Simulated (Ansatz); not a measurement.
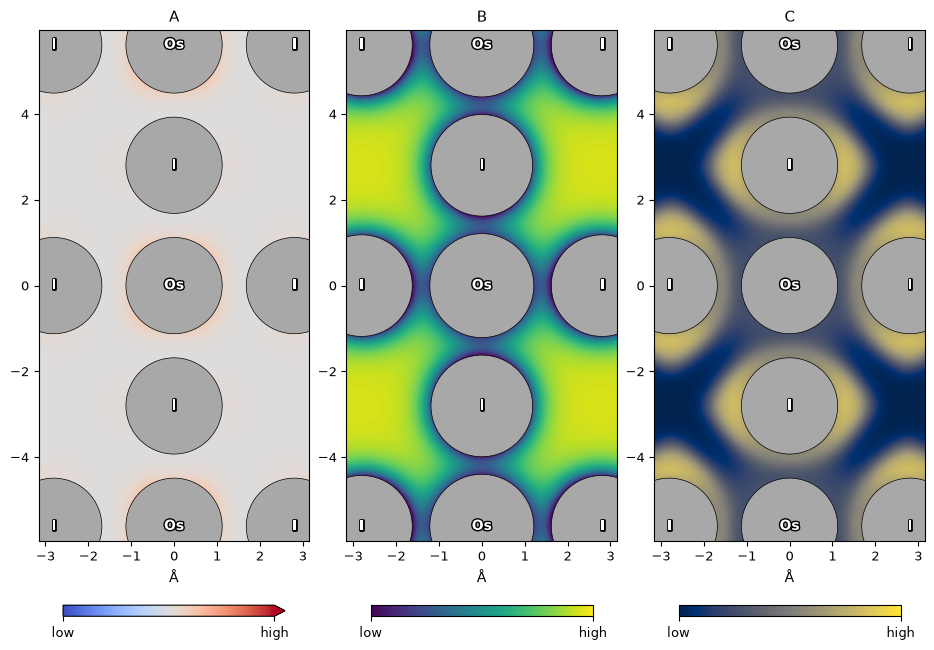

OsI$_{3}$: 3 fields on the (010) plane of the conventional cell, with unlabelled colour scales. Grey discs cover the atomic cores.

Space group Pm-3m; started from the ReO3 prototype, which need not be the ambient phase; changed on purpose from its base cell (volume × 1.040); Hubbard U of 2 eV on Os d only; spin-polarised.

Level of theory: DFT PBE+U, scalar-relativistic, plane waves, PAW in Ansatz 0.2.0.

### Which field does each panel show? The fields are: electron localisation function, electrostatic potential energy of an electron and spin density.

Panel A: spin density (confined to the magnetic sites and close to zero elsewhere). Panel B: electrostatic potential energy of an electron (low next to the atoms, rising into the space between them). Panel C: electron localisation function. From the grid: Os–I (2.80 Å): the ELF is about 0.45 at the midpoint.
